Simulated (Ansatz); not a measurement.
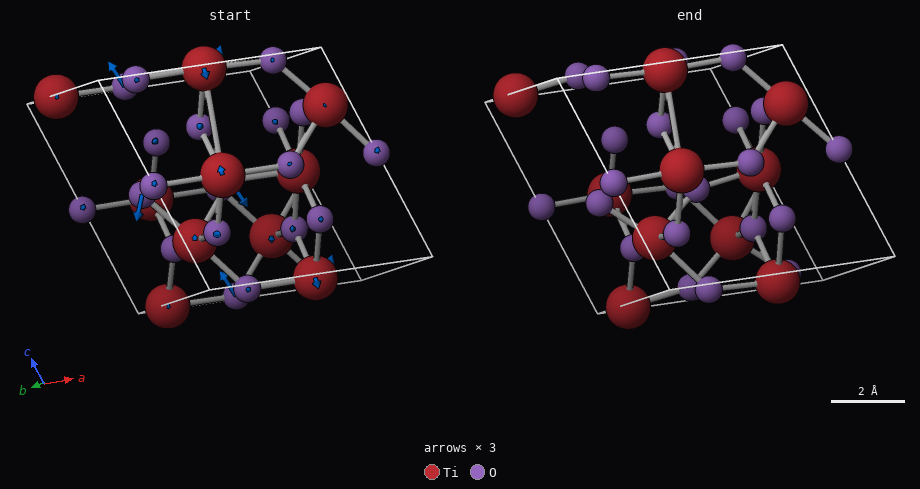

The structure of a crystal of Ti7O16 (a generated structure, set up in P1) (coarse preliminary run) before (left) and after (right) a relaxation, at one scale. The blue arrows give the displacements (the part carried along by the change of the cell is left out), magnified 3 times.

A ball-and-stick model of the cell of the calculation (origin shifted), seen from a free direction.

Case: 1 of 8 Ti atoms taken out at random.

These are results of Ansatz 0.2.0, DFT PBE+U, scalar-relativistic, plane waves, PAW, not measurements. Settings: plane-wave cutoff 420 eV; k-point mesh 2 × 2 × 2; occupations gaussian; smearing width 0.1 eV; mesh shifted by (0.5, 0.5, 0.5); U Ti 4.0 eV; no spin polarisation; cell and atoms relaxed; force threshold 0.04 eV/Å; at most 50 steps.

Question: What changed between the two?

Answer: The atom that moves furthest relative to the cell is an O atom (0.32 Å along [0 −1 −3]). By element the largest moves are O 0.32 Å, Ti 0.12 Å. The volume changes by +2.8 %, with a 6.562 → 6.631 Å (+1.1 %), b 6.562 → 6.611 Å (+0.7 %), c 7.595 → 7.665 Å (+0.9 %), α 115.6° → 115.5°, γ 90.0° → 90.2°. Near-neighbour distances that change, for instance: Ti–Ti 2.996 → 2.817 Å, O–Ti 1.929 → 2.101 Å, O–Ti 2.028 → 1.875 Å, Ti–Ti 3.004 → 3.154 Å. Bond angles that change, for instance: O–Ti–O 81.2° → 100.6°, Ti–O–Ti 129.6° → 148.6°, Ti–O–Ti 130.3° → 148.5°. Within 0.06 Å the space group is P1 at the start and Immm at the end; at a tighter tolerance small leftover displacements or strains of the cell lower it. Over 6 accepted moves (7 points after the start) the energy falls by 62.4 meV per atom. The largest force component goes from 2.3 to 0.02 eV/Å. Pressure: −0.89 GPa at the start and 0.19 GPa at the end. At 1 point the geometry stayed and the basis and grid were re-selected for the new cell (energy shift of 1.6 meV per atom at most each time). The run took 96 s on 4 threads of Intel(R) Xeon(R) Platinum 8259CL CPU @ 2.50GHz (Skylake/Cascade Lake), with other jobs on the host, peak memory 0.92 GiB.

Limits of the set-up: the k-point mesh is coarse for a cell with partly filled bands.
